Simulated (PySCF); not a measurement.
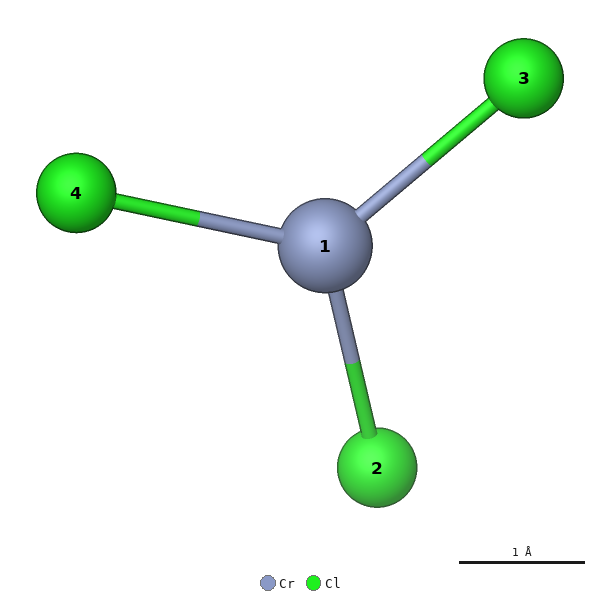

Orthographic view with a scale bar. The species is neutral and a spin quartet. The geometry was computed by an optimisation with PBE0-D3(BJ)/def2-SVP. No frequency run is at hand to confirm it as a minimum. Other spin states may lie lower.

Give an XYZ file in the frame of the picture: x to the right, y up, z towards the viewer, origin at the mean of the atomic positions.

```xyz
4
CrCl3
Cr   0.00   0.00   0.00
Cl   0.41  -1.78  -1.09
Cl   1.59   1.35   0.46
Cl  -2.00   0.43   0.62
```
